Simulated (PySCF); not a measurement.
BrGeH4, charge −1, SMILES `[Br-].[GeH4]`.

Computed with PySCF, r2SCAN/aug-cc-pVDZ, geometry: GFN2-xTB. GFN2-xTB bond lengths at metals and heavier atoms can be off by up to 0.1 Å and shapes distorted, which carries into these values.

Input

```python
import numpy as np
from pyscf import gto, scf, dft
from pyscf.scf import atom_ks, atom_hf
from scipy.linalg import block_diag
from pyscf.dispersion import dftd3

def solve(mol, dm0=None, hcore=None):
    mf = (dft.UKS if mol.spin else dft.RKS)(mol, xc='r2scan')
    mf.grids.level = 3
    mf = mf.density_fit(auxbasis='def2-universal-jkfit')
    mf.conv_tol, mf.max_cycle = 1e-8, 80
    if hcore is not None:
        mf.get_hcore = lambda *args: hcore
    mf.kernel(dm0)
    if not mf.converged:
        mf = mf.newton().run(mf.mo_coeff, mf.mo_occ, max_cycle=30)
    assert mf.converged, 'SCF not converged'
    return mf

mol = gto.M(atom='''
Br     2.05974     0.00000     0.00001
Ge    -1.99170     0.00001    -0.00003
H     -2.61199    -0.85491    -1.06112
H     -2.60726     1.34886    -0.20846
H     -0.52831    -0.00209    -0.00211
H     -2.60889    -0.49203     1.27223
''', basis='aug-cc-pvdz', charge=-1, spin=0, verbose=4)
mol_a = gto.M(atom='''
Br     2.05974     0.00000     0.00001
ghost-Ge    -1.99170     0.00001    -0.00003
ghost-H     -2.61199    -0.85491    -1.06112
ghost-H     -2.60726     1.34886    -0.20846
ghost-H     -0.52831    -0.00209    -0.00211
ghost-H     -2.60889    -0.49203     1.27223
''', basis='aug-cc-pvdz', charge=-1, spin=0, verbose=4)
mol_b = gto.M(atom='''
ghost-Br     2.05974     0.00000     0.00001
Ge    -1.99170     0.00001    -0.00003
H     -2.61199    -0.85491    -1.06112
H     -2.60726     1.34886    -0.20846
H     -0.52831    -0.00209    -0.00211
H     -2.60889    -0.49203     1.27223
''', basis='aug-cc-pvdz', charge=0, spin=0, verbose=4)
ab, a, b = solve(mol), solve(mol_a), solve(mol_b)
e_int = ab.e_tot - a.e_tot - b.e_tot
print('counterpoise-corrected interaction energy / kcal/mol', e_int * 627.5095)
def disp(atoms, charge):
    m = gto.M(atom=atoms, charge=charge, basis='sto-3g', spin=None, unit='Bohr', verbose=0)
    return dftd3.DFTD3Dispersion(m, xc='r2scan', version='d3bj').get_dispersion()['energy']
e_disp = disp(mol._atom, mol.charge) - disp(mol._atom[:1], mol_a.charge) - disp(mol._atom[1:], mol_b.charge)
print('D3(BJ) part / kcal/mol', e_disp * 627.5095)
# spherically averaged free atoms, for the promolecule
atm = atom_ks.get_atm_nrks(mol, xc='r2scan')
pro = block_diag(*[(atm[a[0]][2] * atm[a[0]][3]) @ atm[a[0]][2].T for a in mol._atom])
np.savez('result.npz', e_int=e_int, e_disp=e_disp, dm_a=a.make_rdm1(), dm_b=b.make_rdm1(), c=ab.mo_coeff, occ=ab.mo_occ, eps=ab.mo_energy, pro=pro, d=[f.dip_moment(verbose=0) for f in (ab, a, b)])
```

Run with:

```sh
OMP_NUM_THREADS=1 python input.py
```

The run took 65 s on 1 thread of Intel(R) Xeon(R) Platinum 8175M CPU @ 2.50GHz (Skylake/Cascade Lake) (shared host), peak memory 0.48 GiB.

Partitions, critical points and surface values were worked out afterwards from this run's density.

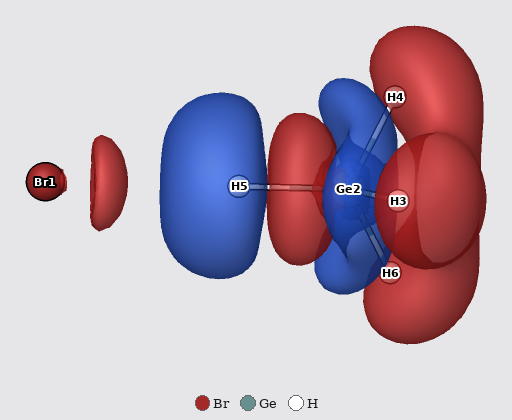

Density of the complex less the densities of the two fragments at the same geometry, ±0.004 e/Å³ (red: gain, blue: loss). Fragment A: Br(−1) (atom 1); fragment B: GeH4.

**How is the density rearranged on binding?**

Hirshfeld charges show 0.037 e passing from A to B. By Hirshfeld charges, electrons gather most on H3, H4 and H6 alike (−0.027 e) and leave H5 most (+0.062 e); 0.18 e is displaced in all.

**What is the interaction energy, and which contacts carry it?**

The counterpoise-corrected interaction energy of the frozen fragments is −4.3 kcal/mol without dispersion correction and −4.6 kcal/mol with D3(BJ). The pair geometry is semi-empirical, not a minimum at this level. Contacts: Br1···H5, 2.59 Å, ρ = 0.017 a.u. The pose is a local one from a semi-empirical search, not shown to be the most stable.
